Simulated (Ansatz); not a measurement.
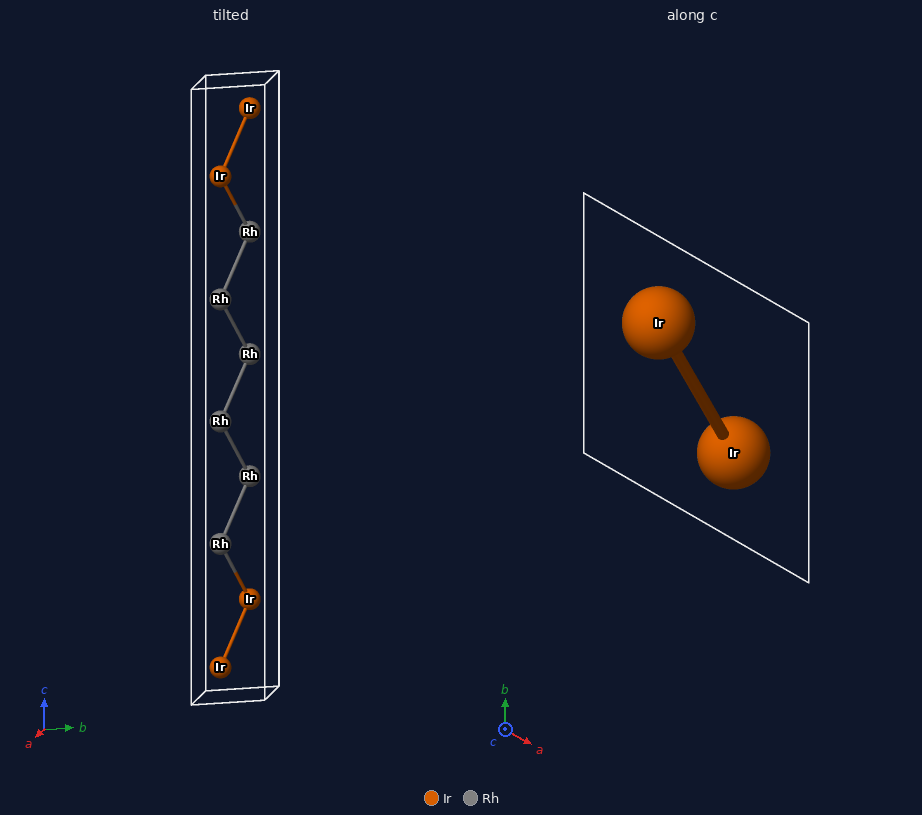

Ball-and-stick drawing of the structure, looking slightly off an axis and along the c axis. The conventional unit cell is drawn as a box.

Ir₂Rh₃, space group P-3m1 (No. 164), a = 2.736 Å, b = 2.736 Å, c = 22.046 Å, α = 90.00°, β = 90.00°, γ = 120.00°. Starting structure: a structure type filled with these elements by a generator (whether the compound takes this form wasn't checked). Earlier steps of the study may have refined or changed the cell and positions. A calculation with Ansatz used it as input.

This one geometry was computed with Ansatz (DFT, plane waves, PAW) at three levels of theory: PBE, r2SCAN and LDA.

> Which level gives the highest pressure at this volume, and what does that say about its equilibrium volume?

Highest: PBE (0.0 GPa), which points to the largest equilibrium volume. Lowest, with the smallest volume: LDA (-16.4 GPa). Levels within 0.5 GPa of each other can't be told apart.

> How does the band gap change with the level of theory?

All levels give a metal.

> Collect the results in a table.

| level | cutoff (eV) | k-mesh of the run's cell | gap (eV) | pressure (GPa) |
| --- | --- | --- | --- | --- |
| PBE | 420 | 18×18×2 | metal | 0.0 |
| r2SCAN | 500 | 18×18×2 | metal | -6.7 |
| LDA | 420 | 18×18×2 | metal | -16.4 |

Gaps are taken on the k-mesh or band path of each run.
